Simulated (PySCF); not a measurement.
## Electronic structure of C₅H₁₀BFSi (SMILES C=C[SiH2]B(C)/C=C/F) in real space

```yaml
atoms:
  - { symbol: C, position_ang: [2.7014, -1.4156, -0.3890] }
  - { symbol: C, position_ang: [1.9084, -0.6413, 0.3342] }
  - { symbol: Si, position_ang: [1.0125, 0.8997, -0.2973] }
  - { symbol: B, position_ang: [-0.9534, 0.7587, -0.3831] }
  - { symbol: C, position_ang: [-1.7955, 2.0752, -0.5866] }
  - { symbol: C, position_ang: [-1.7444, -0.5615, -0.2317] }
  - { symbol: C, position_ang: [-1.1887, -1.7688, -0.2431] }
  - { symbol: F, position_ang: [-1.9120, -2.8949, -0.1502] }
  - { symbol: H, position_ang: [3.1926, -2.2920, 0.0092] }
  - { symbol: H, position_ang: [2.8987, -1.2027, -1.4277] }
  - { symbol: H, position_ang: [1.7518, -0.9080, 1.3743] }
  - { symbol: H, position_ang: [1.4685, 1.9823, 0.6031] }
  - { symbol: H, position_ang: [1.6232, 1.2156, -1.6049] }
  - { symbol: H, position_ang: [-1.3110, 2.8044, -1.2335] }
  - { symbol: H, position_ang: [-1.8955, 2.5663, 0.3841] }
  - { symbol: H, position_ang: [-2.8068, 1.9132, -0.9564] }
  - { symbol: H, position_ang: [-2.8259, -0.5418, -0.1394] }
  - { symbol: H, position_ang: [-0.1327, -1.9825, -0.3384] }
```

Geometry: GFN2-xTB.

Level of theory: CAM-B3LYP/def2-SVPD, SCF density, gas phase (PySCF 2.14.0).

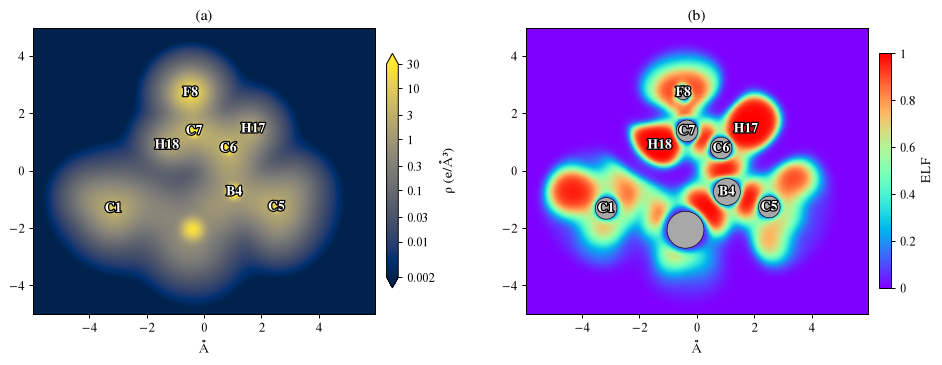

Figure 1. (a) total electron density; (b) ELF on the plane of atoms B4, C6 and H17. Grey discs cover the atomic cores in the ELF map.

### Describe what can be read from this map.

Atoms in the plane: C, B, F and H.
C–C (1.33 Å): ρ at the midpoint is about 2.4 e/Å³; the ELF peaks at about 0.95 between the atoms (a short, multiple covalent bond).
C–F (1.34 Å): ρ at the midpoint is about 2.3 e/Å³; the ELF peaks at about 0.85 between the atoms (a shared but strongly polarised pair).
C–B (1.55 Å): ρ at the midpoint is about 1.4 e/Å³; the ELF peaks at about 0.95 between the atoms: a shared electron pair.
C–H (1.09 Å): ρ is about 2 e/Å³ halfway; the ELF climbs to about 1 towards the hydrogen, as it does in any bond to H; a covalent bond by its length.
The ELF also peaks beside F8, away from the bonds: lone-pair regions.

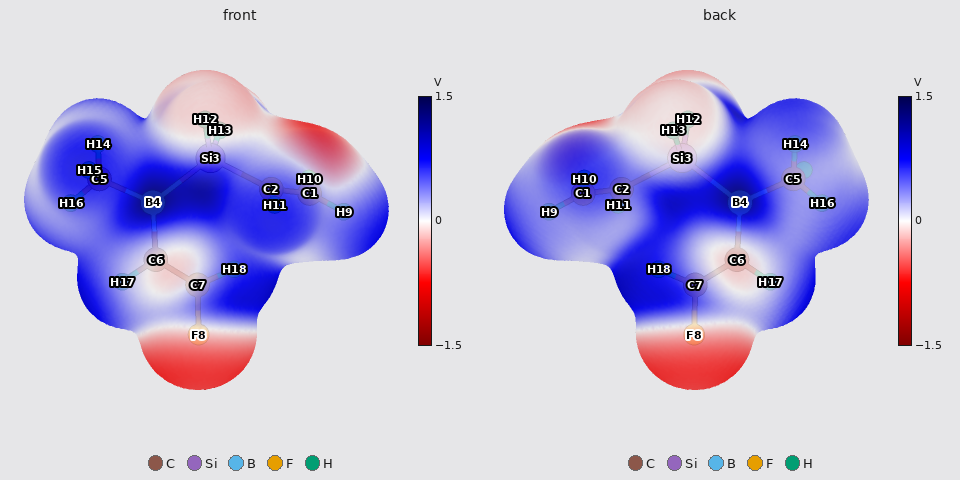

Figure 2. The molecular electrostatic potential painted on the density surface at 0.002 e/bohr³, seen from the front and from behind; the colour scale runs from red (negative) to blue (positive).

### Which sites attract a positive test charge, and which a negative one?

A positive charge is drawn to the negative regions and a negative charge to the positive ones. The most negative region (about −0.6 V) lies over C1, C2 and F8, the most positive (about +1.2 V) over Si3 and B4.
